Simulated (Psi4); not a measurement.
**HF/aug-cc-pVDZ run of B2O2 (diboron dioxide)**

What is the vertical electron affinity of B2O2 (diboron dioxide) at HF/aug-cc-pVDZ? 

The calculation is run with Psi4 1.11.

2 further runs of the same task are left out: 1 that didn't finish, 1 set aside as unsound or not needed.

## (1) The molecule

B2O2: 4 atoms, total charge 0, spin state singlet. As SMILES, `O=BB=O`. The coordinates come from a PBE0-D4/def2-TZVP relaxation.

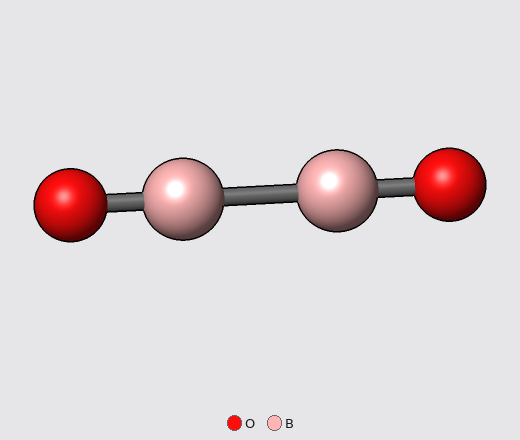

Viewed from a chosen angle; oxygen red, boron pink.

## (2) The energy at HF/aug-cc-pVDZ

The input, b2o2.json:

```json
{
 "schema_name": "qcschema_input",
 "schema_version": 1,
 "molecule": {
  "schema_name": "qcschema_molecule",
  "schema_version": 2,
  "symbols": ["O", "B", "B", "O"],
  "geometry": [-1.40423659, 0.86882048, 3.43486069, -0.57126421, 0.35351107, 1.39673437, 0.57098075, -0.35322761, -1.39692335, 1.40450115, -0.86912284, -3.43467172],
  "molecular_charge": 0,
  "molecular_multiplicity": 1,
  "fix_symmetry": "c1"
 },
 "driver": "energy",
 "model": {
  "method": "hf",
  "basis": "aug-cc-pVDZ"
 },
 "keywords": {
  "puream": true,
  "e_convergence": 1e-09,
  "d_convergence": 1e-08,
  "scf_type": "pk",
  "scf_properties": ["MULLIKEN_CHARGES", "WIBERG_LOWDIN_INDICES", "QUADRUPOLE"]
 }
}
```

Command:

```console
$ psi4 --qcschema b2o2.json -n 1 --memory 2200MB
```

stdout, shortened:

```text
[...]
  Running in c1 symmetry.
[...]
  Nuclear repulsion =   66.762222939504184
[...]
  Multiplicity = 1
[...]
  Nalpha       = 13
  Nbeta        = 13
[...]
    Number of basis functions: 92
[...]
   @RHF iter   1:  -199.01088930157317   -1.50888e+00   7.65177e-03 ADIIS/DIIS
[...]
   @RHF iter  10:  -199.20766667380849   -1.08002e-12   9.17000e-09 DIIS
[...]
    Orbital Energies [Eh]
    ---------------------
    Doubly Occupied:
       1A    -20.606811     2A    -20.606808     3A     -7.695459
       4A     -7.694680     5A     -1.369499     6A     -1.368599
       7A     -0.729480     8A     -0.667034     9A     -0.643811
      10A     -0.563577    11A     -0.563577    12A     -0.541385
      13A     -0.541385
[...]
  @RHF Final Energy:  -199.20766667380849
   => Energetics <=
    Nuclear Repulsion Energy =             66.7622229395041842
    One-Electron Energy =                -404.7555704089935489
    Two-Electron Energy =                 138.7856807956808893
    Total Energy =                       -199.2076666738084896
[...]
 Multipole Moments:
 ------------------------------------------------------------------------------------
     Multipole            Electronic (a.u.)      Nuclear  (a.u.)        Total (a.u.)
 ------------------------------------------------------------------------------------
 L = 1.  Multiply by 2.5417464519 to convert [e a0] to [Debye]
 Dipole X            :         -0.0004725            0.0001644           -0.0003081
 Dipole Y            :          0.0005056           -0.0001757            0.0003298
 Dipole Z            :         -0.0003292            0.0001134           -0.0002159
 Magnitude           :                                                    0.0005003
 L = 2.  Multiply by 1.3450342976 to convert [e a0^2] to [Debye ang]
 Quadrupole XX       :        -51.2727771           34.8178401          -16.4549370
 Quadrupole XY       :         22.5957974          -21.5438802            1.0519172
[...]
  Mulliken Charges: (a.u.)
   Center  Symbol    Alpha    Beta     Spin     Total
       1     O     4.16832  4.16832  0.00000 -0.33664
       2     B     2.33168  2.33168  0.00000  0.33664
       3     B     2.33168  2.33168  0.00000  0.33663
       4     O     4.16832  4.16832  0.00000 -0.33663
   Total alpha = 13.00000, Total beta = 13.00000, Total charge =  0.00000
  Wiberg Bond Indices using Orthogonal Lowdin Orbitals:
[...]
```

The result, in JSON:

```text
{
 "driver": "energy",
 "model": {
  "method": "hf",
  "basis": "aug-cc-pVDZ"
 },
 "success": true,
 "return_result": -199.2076666738085,
 "properties": {
  "calcinfo_nbasis": 92,
  "calcinfo_nmo": 92,
  "calcinfo_nalpha": 13,
  "calcinfo_nbeta": 13,
  "calcinfo_natom": 4,
  "nuclear_repulsion_energy": 66.76222293950418,
  "return_energy": -199.2076666738085,
  "scf_one_electron_energy": -404.75557040899355,
  "scf_two_electron_energy": 138.7856807956809,
  "scf_dipole_moment": [-0.0003081053304427872, 0.00032984308140171503, -0.0002158741161251143],
  "scf_total_energy": -199.2076666738085,
  "scf_iterations": 10
 }
}
```

Wall time 4.8 s (1 thread of Intel Xeon Platinum 8259CL at 2.50GHz (Skylake/Cascade Lake), shared host); peak memory 0.35 GiB.

## (3) The doublet anion: energy and forces at UHF/aug-cc-pVDZ

The input, calc.py:

```python
import psi4

psi4.set_memory(2200000000)
psi4.set_num_threads(1)
psi4.set_output_file('run.log', False)

mol = psi4.geometry("""
-1 2
O     -0.743090     0.459760     1.817650
B     -0.302300     0.187070     0.739120
B      0.302150    -0.186920    -0.739220
O      0.743230    -0.459920    -1.817550
symmetry c1
no_reorient
no_com
""")

options = {'reference': 'uhf', 'puream': True, 'e_convergence': 1e-09, 'd_convergence': 1e-08, 'scf_type': 'pk', 'maxiter': 100}
psi4.set_options(options)

result = psi4.gradient("hf/aug-cc-pVDZ")
print('gradient / Eh bohr^-1')
print(result.np.round(6))
for k, v in sorted(psi4.core.scalar_variables().items()):
    print(f'{k:45s} {v:18.10f}')
```

Command:

```console
$ python calc.py
```

run.log, shortened:

```text
[...]
  Running in c1 symmetry.
[...]
  Nuclear repulsion =   66.762222931000380
[...]
  Multiplicity = 2
[...]
  Nalpha       = 14
  Nbeta        = 13
[...]
    Number of basis functions: 92
[...]
   @UHF iter   1:  -198.98591657199833   -1.48390e+00   7.90249e-03 ADIIS/DIIS
[...]
   @UHF iter  16:  -199.19999877818663   -4.46221e-12   5.95562e-09 DIIS
[...]
   @S^2 Observed:                7.607994008E-01
[...]
  @UHF Final Energy:  -199.19999877818663
   => Energetics <=
    Nuclear Repulsion Energy =             66.7622229310003803
    One-Electron Energy =                -411.1022980296133937
    Two-Electron Energy =                 145.1400763204263740
    Total Energy =                       -199.1999987781866253
  UHF NO Occupations:
  HONO-2 :   12  A 1.9982495
  HONO-1 :   13  A 1.9976616
[...]
 Multipole Moments:
 ------------------------------------------------------------------------------------
     Multipole            Electronic (a.u.)      Nuclear  (a.u.)        Total (a.u.)
 ------------------------------------------------------------------------------------
 L = 1.  Multiply by 2.5417464519 to convert [e a0] to [Debye]
 Dipole X            :         -0.0008543            0.0006992           -0.0001551
 Dipole Y            :          0.0011706           -0.0010016            0.0001690
 Dipole Z            :         -0.0006843            0.0005669           -0.0001174
 Magnitude           :                                                    0.0002577
[...]
  -Total Gradient:
     Atom            X                  Y                   Z
    ------   -----------------  -----------------  -----------------
       1        0.018119414015    -0.011211480461    -0.044322141805
       2       -0.020887393108     0.012924199278     0.051094262503
       3        0.020892024119    -0.012928360419    -0.051096665556
       4       -0.018124045026     0.011215641602     0.044324544859
[...]
```

On the terminal:

```text
gradient / Eh bohr^-1
[[ 0.018119 -0.011211 -0.044322]
 [-0.020887  0.012924  0.051094]
 [ 0.020892 -0.012928 -0.051097]
 [-0.018124  0.011216  0.044325]]
CURRENT ENERGY                                   -199.1999987782
CURRENT REFERENCE ENERGY                         -199.1999987782
DD SOLVATION ENERGY                                 0.0000000000
HF KINETIC ENERGY                                 199.3802280004
HF POTENTIAL ENERGY                              -398.5802267786
HF TOTAL ENERGY                                  -199.1999987782
HF VIRIAL RATIO                                     1.9990960527
NUCLEAR REPULSION ENERGY                           66.7622229310
ONE-ELECTRON ENERGY                              -411.1022980296
PCM POLARIZATION ENERGY                             0.0000000000
PE ENERGY                                           0.0000000000
SCF ITERATION ENERGY                             -199.1999987782
SCF ITERATIONS                                     16.0000000000
SCF TOTAL ENERGY                                 -199.1999987782
TWO-ELECTRON ENERGY                               145.1400763204
```

It took 11 s on 1 thread of Intel Xeon Platinum 8259CL at 2.50GHz (Skylake/Cascade Lake), shared host; peak memory 0.34 GiB.

## (4) What came out

Level: HF/aug-cc-pVDZ.

| quantity | value |
| --- | --- |
| singlet B2O2: total energy | -199.20767 Eh |
| singlet B2O2: dipole moment | 0.00 D |
| singlet B2O2: HOMO energy | -14.73 eV |
| singlet B2O2: LUMO energy | 0.62 eV |
| singlet B2O2: HOMO–LUMO gap | 15.35 eV |
| doublet anion: total energy | -199.20000 Eh |
| doublet anion: HOMO energy (highest over α and β) | -0.37 eV |
| doublet anion: LUMO energy (lowest over α and β) | 3.86 eV |
| doublet anion: ⟨S²⟩ | 0.761 |
| doublet anion: largest force on an atom | 2.915 eV/Å |
| vertical electron affinity (to the doublet anion) | -0.209 eV |

The anion lies 0.21 eV (4.8 kcal/mol) above the neutral: the electron isn't bound at this level, and such a value depends on the basis. Hartree–Fock misses the correlation that binds many anions. Mulliken charges (singlet B2O2) run from -0.34 on O1 to +0.34 on B2; in a basis this large or diffuse they mean little.
